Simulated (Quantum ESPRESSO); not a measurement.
# E(q) of NiO from supercells, part 2 of 2

This program has no spiral boundary conditions, so spirals of NiO are built in supercells. What do they cost, in energy and in time?

Quantum ESPRESSO 7.5; PBE with U = 7.5 eV on Ni d (ortho-atomic projectors); plane waves with SSSP 1.3 efficiency PBE potentials, no spin-orbit coupling, flat spiral in a supercell.

So far: The structure; Parallel moments, one cell; One turn in 2 cells along the input cell's a.

## Step 4: One turn in 3 cells along the input cell's a

Neighbouring cells are turned by 120° in the xy plane; the cell holds 6 atoms.

File pw.in:

```
&CONTROL
  calculation = 'scf'
  prefix = 'pwscf'
  outdir = './tmp'
  pseudo_dir = './pseudo'
  disk_io = 'nowf'
/
&SYSTEM
  ibrav = 0
  celldm(1) = 8
  nat = 6
  ntyp = 6
  ecutwfc = 47
  ecutrho = 374
  nbnd = 94
  occupations = 'smearing'
  smearing = 'fd'
  degauss = 0.00734986
  noncolin = .true.
  starting_magnetization(1) = 0.1111
  angle1(1) = 90
  angle2(1) = 0
  starting_magnetization(2) = 0.1111
  angle1(2) = 90
  angle2(2) = 119.999
  starting_magnetization(3) = 0.1111
  angle1(3) = 90
  angle2(3) = -119.999
  starting_magnetization(4) = 0
  starting_magnetization(5) = 0
  starting_magnetization(6) = 0
/
&ELECTRONS
  conv_thr = 6d-08
  electron_maxstep = 150
  mixing_beta = 0.3
/
ATOMIC_SPECIES
Ni1    58.6934 ni_pbe_v1.4.uspp.F.UPF
Ni2    58.6934 ni_pbe_v1.4.uspp.F.UPF
Ni3    58.6934 ni_pbe_v1.4.uspp.F.UPF
O1     15.9990 O.pbe-n-kjpaw_psl.0.1.UPF
O2     15.9990 O.pbe-n-kjpaw_psl.0.1.UPF
O3     15.9990 O.pbe-n-kjpaw_psl.0.1.UPF
CELL_PARAMETERS alat
   0.0000000000000    1.4781685594325    1.4781685594325
   0.4927228531442    0.0000000000000    0.4927228531442
   0.4927228531442    0.4927228531442    0.0000000000000
ATOMIC_POSITIONS crystal
Ni1     0.0000000000    0.0000000000    0.0000000000
Ni2     0.3333333333    0.0000000000    0.0000000000
Ni3     0.6666666667    0.0000000000    0.0000000000
O1      0.1666666667    0.5000000000    0.5000000000
O2      0.5000000000    0.5000000000    0.5000000000
O3      0.8333333333    0.5000000000    0.5000000000
K_POINTS automatic
4 6 6 0 0 0
HUBBARD {ortho-atomic}
U Ni1-3d 7.5000
U Ni2-3d 7.5000
U Ni3-3d 7.5000
```

Command:

```bash
OMP_NUM_THREADS=1 mpirun -n 4 pw.x -nk 4 -in pw.in > pw.out
```

What it wrote:

```text
     [... lines left out ...]
Program PWSCF v.7.5 starts
     [... lines left out ...]
     number of atoms/cell      =            6
     [... lines left out ...]
     number of electrons       =        72.00
     number of Kohn-Sham states=           94
     kinetic-energy cutoff     =      47.0000  Ry
     charge density cutoff     =     374.0000  Ry
     scf convergence threshold =      6.0E-08
     [... lines left out ...]
     Noncollinear calculation without spin-orbit
     [... lines left out ...]
     No symmetry found
     [... lines left out ...]
     number of k points=   144  Fermi-Dirac smearing, width (Ry)=  0.0073
     [... lines left out ...]
     iteration # 19     ecut=    47.00 Ry     beta= 0.30
     [... lines left out ...]
     atom number    1 relative position :    0.0000   0.0000   0.0000
     [... lines left out ...]
     magnetization :          1.724807    0.001309   -0.000566
     [... lines left out ...]
     atom number    2 relative position :    0.0000   0.4927   0.4927
[...]
magnetization :         -0.862644    1.493622    0.000846
[...]
atom number    3 relative position :    0.0000   0.9854   0.9854
[...]
magnetization :         -0.863612   -1.493316    0.000048
[...]
atom number    4 relative position :    0.4927   0.4927   0.4927
     [... lines left out ...]
     magnetization :          0.039907    0.068915    0.000028
     [... lines left out ...]
     atom number    5 relative position :    0.4927   0.9854   0.9854
     [... lines left out ...]
     magnetization :         -0.080128   -0.000055    0.000045
     [... lines left out ...]
     atom number    6 relative position :    0.4927   1.4782   1.4782
     [... lines left out ...]
     magnetization :          0.039879   -0.067283   -0.000016
     [... lines left out ...]
     Tr[ns(  1)] (up, down, total) =   4.09476  4.09534  8.19010
     [... lines left out ...]
     Tr[ns(  2)] (up, down, total) =   4.09547  4.09461  8.19008
     [... lines left out ...]
     Tr[ns(  3)] (up, down, total) =   4.09499  4.09494  8.18993
     [... lines left out ...]
     the Fermi energy is    14.7685 ev
!    total energy              =   -1154.33474503 Ry
     estimated scf accuracy    <       0.00000002 Ry
     smearing contrib. (-TS)   =      -0.00000000 Ry
     [... lines left out ...]
     total magnetization       =    -0.00     0.00     0.00 Bohr mag/cell
     absolute magnetization    =     5.68 Bohr mag/cell
     convergence has been achieved in  19 iterations
```

Wall time 8.7 min (4 MPI ranks of Arm Neoverse V2, shared host); peak memory 1.7 GiB.

Spin moment in the atom's sphere by atom:

```
atom  x (μB)  y (μB)  z (μB)  size
 Ni1    1.72    0.00    0.00  1.72
 Ni2   -0.86    1.49    0.00  1.72
 Ni3   -0.86   -1.49    0.00  1.73
  O4    0.04    0.07    0.00  0.08
  O5   -0.08    0.00    0.00  0.08
  O6    0.04   -0.07    0.00  0.08
```

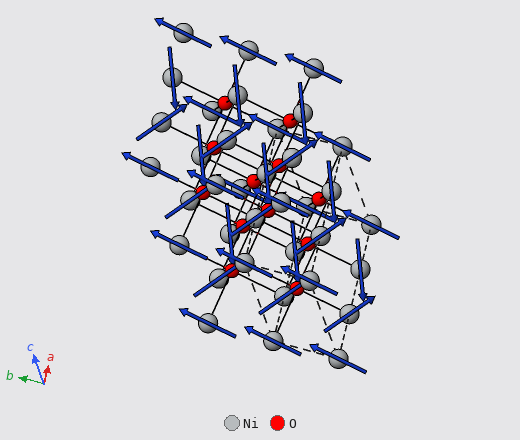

Spin moment in the atom's sphere as arrows, the longest 1.73 μB. Bonds to atoms that aren't drawn are left out. 1×2×2 cells are drawn. Some periodic images of atoms are drawn too.

Numbers from this step:

```
smearing term TS       : 5.59e-8 eV
magnetization          : -0.002, 0.002, 0 μB
absolute magnetization : 5.685 μB
final state            : non-collinear
```

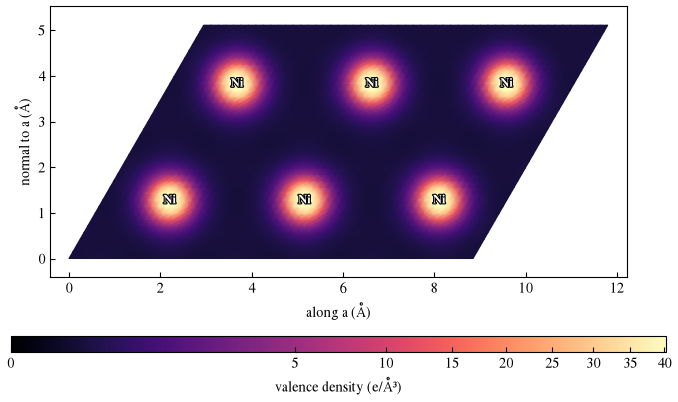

Valence density in the ac plane at fractional y = 0.000, with atoms of Ni within 0.2 Å of it. It is the smooth field of the valence electrons, not physical close to the nuclei. The map starts off the cell's origin, so that atoms lie inside it. The colour scale is stretched toward low values.

## Step 5: One turn in 4 cells along the input cell's a

Neighbouring cells are turned by 90° in the xy plane; the cell holds 8 atoms.

File pw.in:

```
&CONTROL
  calculation = 'scf'
  prefix = 'pwscf'
  outdir = './tmp'
  pseudo_dir = './pseudo'
  disk_io = 'nowf'
/
&SYSTEM
  ibrav = 0
  celldm(1) = 8
  nat = 8
  ntyp = 8
  ecutwfc = 47
  ecutrho = 374
  nbnd = 122
  occupations = 'smearing'
  smearing = 'fd'
  degauss = 0.00734986
  noncolin = .true.
  starting_magnetization(1) = 0.1111
  angle1(1) = 90
  angle2(1) = 0
  starting_magnetization(2) = 0.1111
  angle1(2) = 90
  angle2(2) = 90
  starting_magnetization(3) = 0.1111
  angle1(3) = 90
  angle2(3) = 180
  starting_magnetization(4) = 0.1111
  angle1(4) = 90
  angle2(4) = -90
  starting_magnetization(5) = 0
  starting_magnetization(6) = 0
  starting_magnetization(7) = 0
  starting_magnetization(8) = 0
/
&ELECTRONS
  conv_thr = 8d-08
  electron_maxstep = 150
  mixing_beta = 0.3
/
ATOMIC_SPECIES
Ni1    58.6934 ni_pbe_v1.4.uspp.F.UPF
Ni2    58.6934 ni_pbe_v1.4.uspp.F.UPF
Ni3    58.6934 ni_pbe_v1.4.uspp.F.UPF
Ni4    58.6934 ni_pbe_v1.4.uspp.F.UPF
O1     15.9990 O.pbe-n-kjpaw_psl.0.1.UPF
O2     15.9990 O.pbe-n-kjpaw_psl.0.1.UPF
O3     15.9990 O.pbe-n-kjpaw_psl.0.1.UPF
O4     15.9990 O.pbe-n-kjpaw_psl.0.1.UPF
CELL_PARAMETERS alat
   0.0000000000000    1.9708914125767    1.9708914125767
   0.4927228531442    0.0000000000000    0.4927228531442
   0.4927228531442    0.4927228531442    0.0000000000000
ATOMIC_POSITIONS crystal
Ni1     0.0000000000    0.0000000000    0.0000000000
Ni2     0.2500000000    0.0000000000    0.0000000000
Ni3     0.5000000000    0.0000000000    0.0000000000
Ni4     0.7500000000    0.0000000000    0.0000000000
O1      0.1250000000    0.5000000000    0.5000000000
O2      0.3750000000    0.5000000000    0.5000000000
O3      0.6250000000    0.5000000000    0.5000000000
O4      0.8750000000    0.5000000000    0.5000000000
K_POINTS automatic
3 6 6 0 0 0
HUBBARD {ortho-atomic}
U Ni1-3d 7.5000
U Ni2-3d 7.5000
U Ni3-3d 7.5000
U Ni4-3d 7.5000
```

What it wrote:

```text
     [... lines left out ...]
Program PWSCF v.7.5 starts
     [... lines left out ...]
     number of atoms/cell      =            8
     [... lines left out ...]
     number of electrons       =        96.00
     number of Kohn-Sham states=          122
     kinetic-energy cutoff     =      47.0000  Ry
     charge density cutoff     =     374.0000  Ry
     scf convergence threshold =      8.0E-08
     [... lines left out ...]
     Noncollinear calculation without spin-orbit
     [... lines left out ...]
     No symmetry found
     [... lines left out ...]
     number of k points=   108  Fermi-Dirac smearing, width (Ry)=  0.0073
     [... lines left out ...]
     iteration # 15     ecut=    47.00 Ry     beta= 0.30
     [... lines left out ...]
     atom number    1 relative position :    0.0000   0.0000   0.0000
     [... lines left out ...]
     magnetization :          1.735085    0.000484    0.000134
     [... lines left out ...]
     atom number    2 relative position :    0.0000   0.4927   0.4927
[...]
magnetization :         -0.000094    1.735083    0.000650
[...]
atom number    3 relative position :    0.0000   0.9854   0.9854
[...]
magnetization :         -1.735080   -0.000171    0.000325
[...]
atom number    4 relative position :    0.0000   1.4782   1.4782
[...]
magnetization :          0.000085   -1.735080   -0.000199
[...]
atom number    5 relative position :    0.4927   0.4927   0.4927
[...]
magnetization :          0.081803    0.081835    0.000038
[...]
atom number    6 relative position :    0.4927   0.9854   0.9854
[...]
magnetization :         -0.081814    0.081803    0.000047
     [... lines left out ...]
     atom number    7 relative position :    0.4927   1.4782   1.4782
     [... lines left out ...]
     magnetization :         -0.081807   -0.081816    0.000008
     [... lines left out ...]
     atom number    8 relative position :    0.4927   1.9709   1.9709
     [... lines left out ...]
     magnetization :          0.081813   -0.081794   -0.000002
     [... lines left out ...]
     Tr[ns(  1)] (up, down, total) =   4.09204  4.09191  8.18395
     [... lines left out ...]
     Tr[ns(  2)] (up, down, total) =   4.09231  4.09164  8.18395
     [... lines left out ...]
     Tr[ns(  3)] (up, down, total) =   4.09214  4.09181  8.18395
     [... lines left out ...]
     Tr[ns(  4)] (up, down, total) =   4.09187  4.09208  8.18395
     [... lines left out ...]
     the Fermi energy is    14.8462 ev
!    total energy              =   -1539.10735421 Ry
     estimated scf accuracy    <       0.00000005 Ry
     smearing contrib. (-TS)   =      -0.00000001 Ry
     [... lines left out ...]
     total magnetization       =    -0.00     0.00     0.00 Bohr mag/cell
     absolute magnetization    =     7.74 Bohr mag/cell
     convergence has been achieved in  15 iterations
```

It took 10 min on 4 MPI ranks; peak memory 2.2 GiB; 40 min of CPU time.

Read from the output:

```yaml
smearing_term_ts: 1.55e-7 eV
magnetization: 0, 0, 0.001 μB
absolute_magnetization: 7.737 μB
final_state: non-collinear
largest_moment: 1.735 μB
```

## Step 6: A faulty input

As a test, an input with a fault in it is run.

File pw.in:

```
&CONTROL
  calculation = 'scf'
  prefix = 'pwscf'
  outdir = './tmp'
  pseudo_dir = './pseudo'
  disk_io = 'nowf'
/
&SYSTEM
  ibrav = 0
  nat = 2
  ntyp = 2
  ecutwfc = 47
  ecutrho = 374
  nbnd = 20
  occupations = 'smearing'
  smearing = 'fd'
  degaus = 0.00734986
  nspin = 2
  starting_magnetization(1) = 0.1111
  starting_magnetization(2) = 0
/
&ELECTRONS
  conv_thr = 2d-08
  electron_maxstep = 60
  mixing_beta = 0.3
/
ATOMIC_SPECIES
Ni     58.6934 ni_pbe_v1.4.uspp.F.UPF
O      15.9990 O.pbe-n-kjpaw_psl.0.1.UPF
CELL_PARAMETERS angstrom
   0.0000000000    2.0859016414    2.0859016414
   2.0859016414    0.0000000000    2.0859016414
   2.0859016414    2.0859016414    0.0000000000
ATOMIC_POSITIONS crystal
Ni      0.0000000000    0.0000000000    0.0000000000
O       0.5000000000    0.5000000000    0.5000000000
K_POINTS automatic
6 6 6 0 0 0
HUBBARD {ortho-atomic}
U Ni-3d 7.5000
```

What it wrote:

```text
     [... lines left out ...]
Program PWSCF v.7.5 starts
     Error in routine  read_namelists (1):
      bad line in namelist &system: "  degaus = 0.00734986" (error could be in the previous line)
 %%%%%%%%%%%%%%%%%%%%%%%%%%%%%%%%%%%%%%%%%%%%%%%%%%%%%%%%%%%%%%%%%%%%%%%%%%%%%%
     stopping ...
```

Run time: 0.5 s. Hardware: 4 MPI ranks; peak memory 0.07 GiB.

The program refused the input before any cycle.

The program's message: “read_namelists (1): bad line in namelist &system: " degaus = 0.00734986" (error could be in the previous line)”

A key was misspelt on purpose.

## Step 7: E(q)

Spirals:

```
q along the reciprocal vector  energy less that at q = 0 (meV a seeded atom)  largest site moment (μB)  typed angles kept  CPU time (s)
                            0                                              0                     1.758                yes         80.02
                         0.25                                         -41.09                     1.735                yes          2388
                       0.3333                                         -60.27                     1.725                yes          2077
                          0.5                                         -80.98                     1.715                yes         561.2
```

Table of energy less that at q = 0, self-consistent by path:

```
path (Å⁻¹)  energy less that at q = 0, self-consistent (meV a seeded atom)
     0.000                                                               0
     0.652                                                           -41.1
     0.870                                                           -60.3
     1.304                                                           -81.0
```

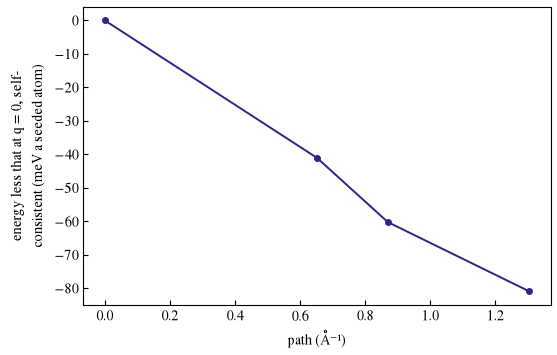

Energy less that at q = 0, self-consistent against path.

## Step 8: Summary of results

| Item | Value |
| --- | --- |
| lowest point | q = 0.5 along a*, -81.0 meV a seeded atom |
| highest point | q = 0, 0 meV a seeded atom |

The state at q = 0.5 lies 81 meV a seeded atom under the parallel one, with neighbouring cells opposed. The moment changes by 2.5 % between the spirals. The cell of 4 repeats took 30 times the CPU time of the single cell, though its mesh is shorter in proportion. Here a and a* are vectors of the cell in the input, which need not be the conventional cell, and only this direction was probed. The mesh is coarse, so differences of some ten meV can be noise in a metal. This program evaluates a GGA otherwise when all starting moments share an axis than when they do not, so collinear and canted runs are not quite comparable. Energies are free energies at an electronic temperature of 1160 K, which lowers moments and differences where the moments are itinerant. The cutoff lies under the 55 Ry that these files are usually run at.

[Logs and program files are shortened in this print: banners, set-up blocks, solver, clock and traceback lines can be left out without a mark of their own.]

[Logs are printed without paths, hosts, clocks, repeated set-up lines and the standing remarks that a program may print on its own settings, such as how far it seeks lower states.]

[Hosts, paths, dates, database ids (printed as entryN), source tags and the programs' standing remarks are cut or masked in the printed files.]

[Where a cell is said to come from a database of computed structures, the database is the Materials Project.]
